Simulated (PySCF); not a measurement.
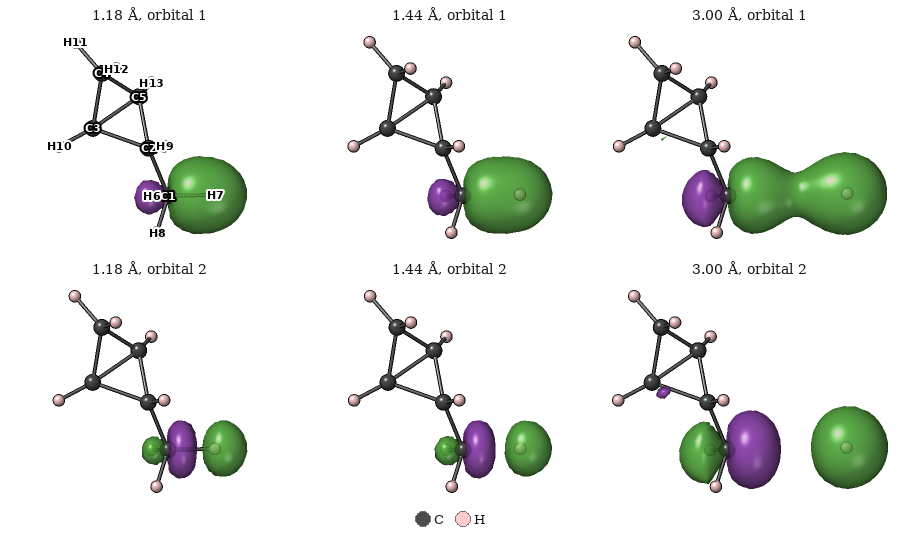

*C5H8, SMILES `C[CH]1[CH]2C[CH]12`. Rigid stretch of the C1–H7 bond. The two CASSCF(2,2) natural orbitals nearest half filling (orbital 1 the more occupied).*

PySCF calculation, 6-31+G* basis, gas phase; geometry: GFN2-xTB. No frequency check shows the geometry to be a minimum.

Q: How do the occupations change along the stretch?

A: 1.18 Å: 1.98 and 0.02; 1.44 Å: 1.95 and 0.05; 3.00 Å: 1.31 and 0.69. At the longest distance computed (3.00 Å) they are 1.31 and 0.69, and the effective number of unpaired electrons is 1.6.

Q: Where does the UHF solution part from RHF?

A: Between 1.66 Å (⟨S²⟩ = 0, the two coincide) and 1.93 Å (⟨S²⟩ = 0.56); at 3.00 Å ⟨S²⟩ is 0.99 and UHF lies 3.1 eV below RHF.

Q: How much energy does the stretch cost?

A: By CASSCF, 4.2 eV from the lowest point of the scan (1.07 Å) to 3.00 Å; RHF gives 7.0 eV from its own lowest point. The fragments aren't relaxed and dynamic correlation is missing, so this isn't a bond dissociation energy.
